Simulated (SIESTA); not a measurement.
Band structure of TiAlPt (P6_3/mmc, 6 atoms in the cell).

```yaml
crystal:
  lattice:
    - [4.41685, 0.00000, 0.00000]
    - [-2.20843, 3.82510, 0.00000]
    - [0.00000, 0.00000, 5.40771]
  atoms:
    - { symbol: Ti, position: [0.00000, 0.00000, 0.00000] }
    - { symbol: Ti, position: [0.00000, 0.00000, 0.50000] }
    - { symbol: Al, position: [0.33333, 0.66667, 0.25000] }
    - { symbol: Al, position: [0.66667, 0.33333, 0.75000] }
    - { symbol: Pt, position: [0.66667, 0.33333, 0.25000] }
    - { symbol: Pt, position: [0.33333, 0.66667, 0.75000] }
```

Method of the run: GGA PBEsol, numerical atomic orbitals TZP, PseudoDojo PBEsol standard norm-conserving potentials (rewritten from UPF to PSML) (SIESTA 5.4.2).

Settings: XC.functional = GGA; XC.authors = PBEsol; potentials = PseudoDojo PBEsol standard; PAO.BasisSize = TZP; PAO.EnergyShift = 0.01 Ry; MeshCutoff = 300 Ry; kgrid.MonkhorstPack = 6 6 4; OccupationFunction = FD; ElectronicTemperature = 50 meV; MaxSCFIterations = 150; SCF.Mixer.Method = Broyden; SCF.Mixer.Weight = 0.1; SCF.Mixer.History = 6; SCF.DM.Tolerance = 1.0E-05.

The starting cell comes from a database of computed structures (which also holds hypothetical and non-ambient phases and stackings), without a prior relaxation at this level. Spin-orbit coupling is off. Spin polarisation is off. Values carry the incompleteness of an atom-centred basis.

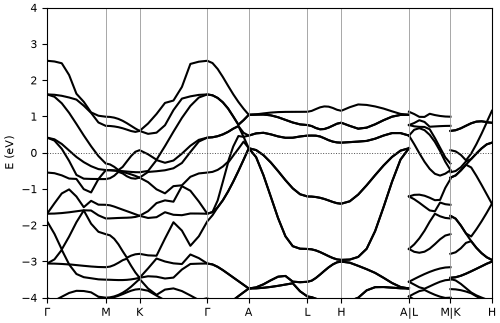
Figure. Bands along the path, energies from the Fermi level.

Levels in eV from the Fermi level, bands 29 to 34:
| point | 29 | 30 | 31 | 32 | 33 | 34 |
|---|---|---|---|---|---|---|
| Γ | -1.89 | -1.68 | -1.68 | -0.55 | 0.41 | 0.41 |
| M | -2.25 | -1.82 | -1.44 | -0.73 | -0.48 | -0.48 |
| K | -2.79 | -1.74 | -1.74 | -0.69 | -0.69 | -0.54 |
| A | 0.12 | 0.12 | 0.12 | 0.12 | 0.47 | 0.47 |
| L | -2.66 | -2.66 | -1.21 | -1.21 | 0.47 | 0.47 |
| H | -2.96 | -2.96 | -1.41 | -1.41 | 0.28 | 0.28 |

Bands cross the Fermi level along this path, so the cell is metallic at this level.

Higher empty bands are left out: an atom-centred basis made for the valence describes them poorly.
